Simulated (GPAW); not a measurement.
# H2 in line between two Pb chains: converging a transmission, part 4 of 4

Aim: the cheapest settings that leave the conductance of H2 in line between two Pb chains unchanged.

GPAW 26.7.0; GPAW LCAO, PAW setups; Landauer transmission from Green's functions with principal layers (ASE), zero bias.

So far, conductance (G₀): step 2 (base settings) 2.07; step 15 (varying the lead periods between scatterer and principal layer …) 2.08; step 16 (16 atoms, SCF mesh 1×1×2) 2.08; step 17 (20 atoms, SCF mesh 1×1×2) 2.09; step 19 (energies [-3, 3, 0.2] eV) 2.06. Also open channels of the lead at the Fermi level (one spin): step 4 (smearing: width = 0.03) 3; step 19 3.

### Step 20. Varying the energy step: de = 0.1

Input file run.py:

```python
import json
import numpy as np
from ase import Atoms
from ase.transport.calculators import TransportCalculator
from gpaw import GPAW, FermiDirac
from gpaw.lcao.tools import get_lcao_hamiltonian
from scipy.linalg import eigh

# The junction with lead layers at both ends, along the third cell vector
device = Atoms(
    ['Pb', 'Pb', 'Pb', 'Pb', 'Pb', 'H', 'H', 'Pb', 'Pb', 'Pb', 'Pb', 'Pb'],
    positions=[
        [4.50000, 4.50000, 1.45000],
        [4.50000, 4.50000, 4.35000],
        [4.50000, 4.50000, 7.25000],
        [4.50000, 4.50000, 10.15000],
        [4.50000, 4.50000, 13.05000],
        [4.50000, 4.50000, 14.74830],
        [4.50000, 4.50000, 15.59830],
        [4.50000, 4.50000, 17.29660],
        [4.50000, 4.50000, 20.19660],
        [4.50000, 4.50000, 23.09660],
        [4.50000, 4.50000, 25.99660],
        [4.50000, 4.50000, 28.89660]],
    cell=[[9.0, 0.0, 0.0], [0.0, 9.0, 0.0], [0.0, 0.0, 30.3466]],
    pbc=True)

# One principal layer of the lead: the first 3 atoms of the device
lead = Atoms(
    ['Pb', 'Pb', 'Pb'],
    positions=[
        [4.50000, 4.50000, 1.45000],
        [4.50000, 4.50000, 4.35000],
        [4.50000, 4.50000, 7.25000]],
    cell=[[9.0, 0.0, 0.0], [0.0, 9.0, 0.0], [0.0, 0.0, 8.7]],
    pbc=True)

settings = dict(mode='lcao', basis='dzp', xc='LDA', h=0.2,
                occupations=FermiDirac(0.1), maxiter=250,
                mixer=dict(beta=0.1, nmaxold=8, weight=100.0),
                convergence=dict(density=0.0001))
energies = np.arange(-3, 3 + 1e-9, 0.1)
eta = 0.0001
n1, n2 = 1, 1
# k and -k transmit alike, so half of the mesh across the current serves
mesh = [(i, j) for i in range(n1) for j in range(n2) if (i, j) <= (-i % n1, -j % n2)]
weights = np.array([1 if (i, j) == (-i % n1, -j % n2) else 2 for i, j in mesh]) / (n1 * n2)

# [... helper functions left out ...]
fermi_lead = ground_state(lead, (1, 1, 13), 'lead.txt')
fermi_device = ground_state(device, (1, 1, 3), 'device.txt')
# [... loop over the mesh left out, but for ...]
        # Shift the lead onto the potential of the device's first layer
        shift = ((H[:, 0, 0] - H0[:, 0, 0]) / S0[0, 0]).real.mean()
# [...]
kT = 8.617333e-5 * 300
bias = [0.1, 0.2, 0.5, 1.0, 1.5, 2.0]
# [... integrals and printing left out ...]
```

Run with:

```sh
$ OMP_NUM_THREADS=1 OPENBLAS_NUM_THREADS=2 python run.py
```

What it wrote:

```text
basis functions: device 240, principal layer 69
Fermi level: lead -2.8325 eV, device -2.8253 eV; lead shifted by 0.0024 eV
largest coupling past the next layer 2.83e-08 eV, largest misfit of the first layer 0.058 eV
  E-E_F (eV)   T (one spin)  channels
    -3.000    2.3858e-11    0.0000
    -2.900    4.6649e-11    0.0000
    -2.800    1.1088e-10    0.0000
    -2.700    3.4756e-10    0.0000
    -2.600    1.7552e-09    0.0000
    -2.500    3.3515e-08    0.0000
    -2.400    3.4832e-01    1.0000
    -2.300    6.4734e-01    1.0000
    -2.200    7.8474e-01    1.0000
    -2.100    8.6002e-01    1.0000
    -2.000    9.0543e-01    1.0000
    -1.900    9.3452e-01    1.0000
    -1.800    9.5393e-01    1.0000
    -1.700    9.6727e-01    1.0000
    -1.600    9.7664e-01    1.0000
    -1.500    9.8332e-01    1.0000
[...]
2.300    1.2361e+00    3.0000
     2.400    1.1987e+00    3.0000
     2.500    1.1584e+00    3.0000
     2.600    1.1151e+00    3.0000
     2.700    1.0693e+00    3.0000
     2.800    1.0216e+00    3.0000
     2.900    9.9862e-01    1.0000
     3.000    9.9896e-01    1.0000
conductance at 300 K: 2.0602 G0 a cell; thermopower -0.1834 uV/K
current from the zero-bias T(E) at 0.1 V: 15.932 uA
current from the zero-bias T(E) at 0.2 V: 31.719 uA
current from the zero-bias T(E) at 0.5 V: 77.496 uA
current from the zero-bias T(E) at 1.0 V: 144.86 uA
current from the zero-bias T(E) at 1.5 V: 199.07 uA
current from the zero-bias T(E) at 2.0 V: 247.35 uA
```

The job ended after 31 s (2 threads of Intel Xeon 6975P-C (Granite Rapids), shared host; peak memory 1 GiB).

This step gave:

```
conductance : 2.060 G₀
```

One spin. Transmission, zone mean against energy, zero at the Fermi level:

```tsv
energy (eV)	transmission, zone mean
-3.0000	2.4e-11
-2.8000	1.1e-10
-2.5000	3.4e-8
-2.3000	0.647
-2.0000	0.905
-1.8000	0.954
-1.5000	0.983
-1.3000	0.992
-1.0000	0.997
-0.8000	0.999
-0.5000	1.51
-0.3000	1.84
0.0000	2.08
0.2000	1.95
0.5000	1.65
0.7000	1.54
1.0000	1.47
1.2000	1.45
1.5000	1.43
1.7000	1.40
2.0000	1.33
2.2000	1.27
2.5000	1.16
2.7000	1.07
3.0000	0.999
```

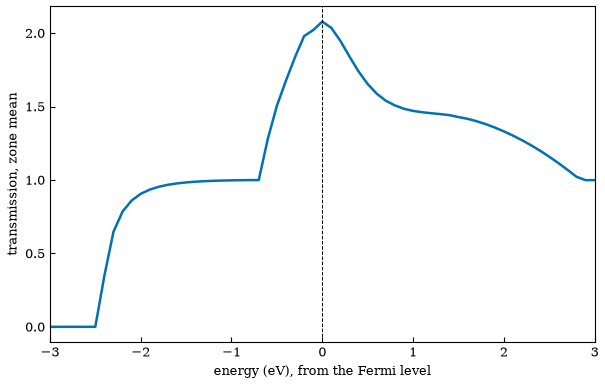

Transmission, zone mean, plotted against energy.

Crossings of the lead's bands, unfolded to its shortest repeat. Open channels, zone mean against energy, zero at the Fermi level:

```tsv
energy (eV)	open channels, zone mean
-2.500	0
-2.000	1
-1.500	1
-1.000	1
-0.500	3
0.000	3
0.500	3
1.000	3
1.500	3
2.000	3
2.500	3
3.000	1
```

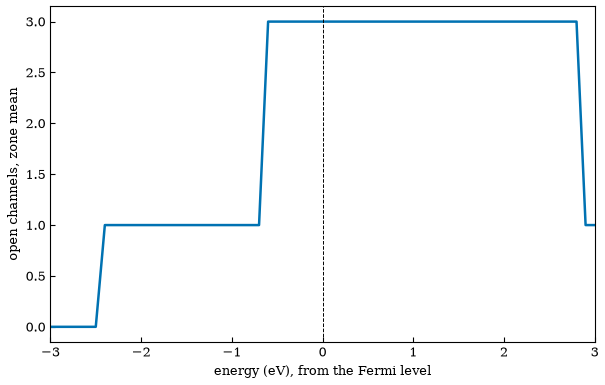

Open channels, zone mean against energy.

Not self-consistent under bias; the bias window is split evenly. Table of current through one cell, from the zero-bias transmission by bias:

```tsv
bias (V)	current through one cell, from the zero-bias transmission (μA)
0.100	15.9
0.200	31.7
0.500	77.5
1.000	145
1.500	199
2.000	247
```

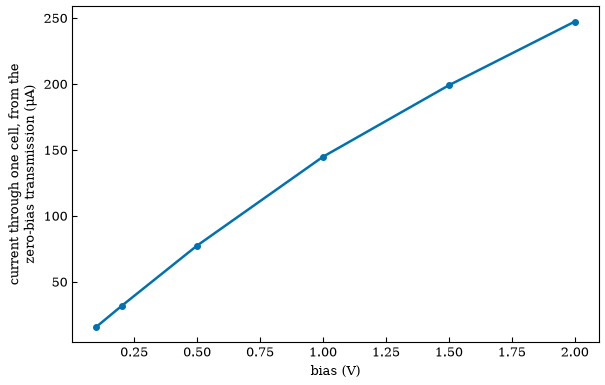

Current through one cell, from the zero-bias transmission against bias.

The conductance, 2.06 G₀, lies 0.3 % below that of the base run.

### Step 21. Varying the energy step: de = 0.025

run.py: that of step 20 with these lines changed.

```diff
@@ -41,3 +41,3 @@
                 convergence=dict(density=0.0001))
-energies = np.arange(-3, 3 + 1e-9, 0.1)
+energies = np.arange(-3, 3 + 1e-9, 0.025)
 eta = 0.0001
```

What it wrote:

```text
basis functions: device 240, principal layer 69
Fermi level: lead -2.8325 eV, device -2.8253 eV; lead shifted by 0.0024 eV
largest coupling past the next layer 2.83e-08 eV, largest misfit of the first layer 0.058 eV
  E-E_F (eV)   T (one spin)  [channel counts left out]
    -3.000    2.3858e-11
    -2.975    2.7776e-11
    -2.950    3.2661e-11
[...]
2.975    9.9888e-01
     3.000    9.9896e-01
conductance at 300 K: 2.07 G0 a cell; thermopower 0.2893 uV/K
current from the zero-bias T(E) at 0.1 V: 16.016 uA
current from the zero-bias T(E) at 0.2 V: 31.915 uA
current from the zero-bias T(E) at 0.5 V: 77.975 uA
current from the zero-bias T(E) at 1.0 V: 145.39 uA
current from the zero-bias T(E) at 1.5 V: 199.59 uA
current from the zero-bias T(E) at 2.0 V: 247.85 uA
```

The job ended after 41 s (2 threads; peak memory 1 GiB).

The conductance equals that of the base run to 0.2 %.

### Step 22. Energy step: de = 0.0125

run.py: that of step 21 with these lines changed.

```diff
@@ -41,3 +41,3 @@
                 convergence=dict(density=0.0001))
-energies = np.arange(-3, 3 + 1e-9, 0.025)
+energies = np.arange(-3, 3 + 1e-9, 0.0125)
 eta = 0.0001
```

What it wrote:

```text
basis functions: device 240, principal layer 69
Fermi level: lead -2.8325 eV, device -2.8253 eV; lead shifted by 0.0024 eV
largest coupling past the next layer 2.83e-08 eV, largest misfit of the first layer 0.058 eV
  E-E_F (eV)   T (one spin)  [channel counts left out]
    -3.000    2.3858e-11
    -2.987    2.5712e-11
    -2.975    2.7776e-11
[...]
2.988    9.9892e-01
     3.000    9.9896e-01
conductance at 300 K: 2.0671 G0 a cell; thermopower -0.2793 uV/K
current from the zero-bias T(E) at 0.1 V: 15.978 uA
current from the zero-bias T(E) at 0.2 V: 31.727 uA
current from the zero-bias T(E) at 0.5 V: 77.474 uA
current from the zero-bias T(E) at 1.0 V: 144.89 uA
current from the zero-bias T(E) at 1.5 V: 199.08 uA
current from the zero-bias T(E) at 2.0 V: 247.34 uA
```

Elapsed: 44 s, on 2 threads; peak memory 1 GiB.

One spin. Table of transmission, zone mean by energy, zero at the Fermi level:

```tsv
energy (eV)	transmission, zone mean
-3.0000	2.4e-11
-2.7500	1.9e-10
-2.5000	3.4e-8
-2.2500	0.727
-2.0000	0.905
-1.7500	0.961
-1.5000	0.983
-1.2500	0.993
-1.0000	0.997
-0.7500	0.999
-0.5000	1.51
-0.2500	1.91
-0.1250	2.10
0.0000	2.08
0.2500	1.89
0.5000	1.65
0.7500	1.52
1.0000	1.47
1.2500	1.45
1.5000	1.43
1.7500	1.39
2.0000	1.33
2.2500	1.25
2.5000	1.16
2.7500	1.05
3.0000	0.999
```

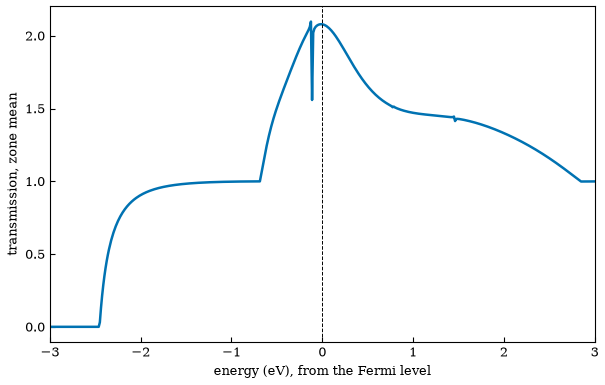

Transmission, zone mean against energy.

The conductance equals that of the base run to 0.2 %.

### Step 23. Convergence in the energy step

The runs and the base run on one axis.

This step: convergence of the conductance (GPAW 26.7.0).

Table of conductance by energy step:

```tsv
energy step (eV)	conductance (G₀)
0.0125	2.07
0.0250	2.07
0.0750	2.07
0.1000	2.06
0.2000	2.06
```

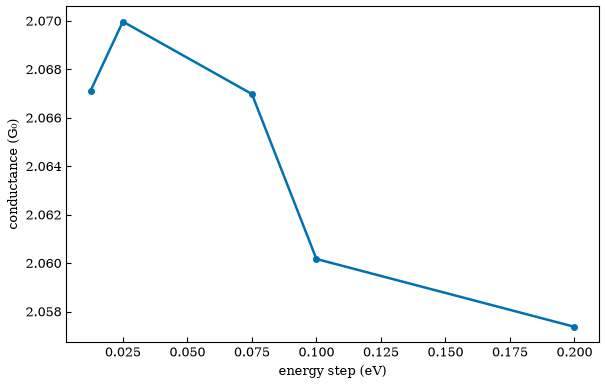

Conductance against energy step.

### Step 24. What came out

```
conductance at the base settings                                           : 2.07 G₀
range over the smearing (0.01 to 0.4 eV)                                   : 1.78 to 2.12 G₀
range over the grid spacing (0.14 to 0.3 Å)                                : 2.07 to 2.07 G₀
range over the lead periods between scatterer and principal layer (0 to 6) : 2.03 to 2.09 G₀
range over the energy step (0.0125 to 0.2 eV)                              : 2.06 to 2.07 G₀
```

In words: At the base settings the conductance, averaged at 300 K, is 2.07 G₀. The smearing of the SCF moves the conductance between 1.78 and 2.12 G₀; a narrow width also needs more k-points. In the grid spacing, no value tried moves the conductance by 3 %. In the lead periods between scatterer and principal layer, no value tried moves the conductance by 3 %. In the energy step, no value tried moves the conductance by 3 %. Over the ranges tried, the smearing moves it most, counted as a ratio. The geometry was built from estimated bond lengths and not relaxed, so the numbers describe this model structure. Spin-orbit coupling is left out, which matters for the heavy atoms here. An evenly spaced straight chain is an idealisation: free chains tend to dimerise, zigzag or, where a band edge lies near the Fermi level, turn magnetic. The currents use the zero-bias T(E) throughout, which holds only while the bias is small against the distance to the nearest feature.

[Logs are printed without paths, hosts, clocks, repeated set-up lines and the standing remarks that a program may print on its own settings, such as how far it seeks lower states.]

[Hosts, paths, dates, database ids (printed as entryN), source tags and the programs' standing remarks are cut or masked in the printed files.]
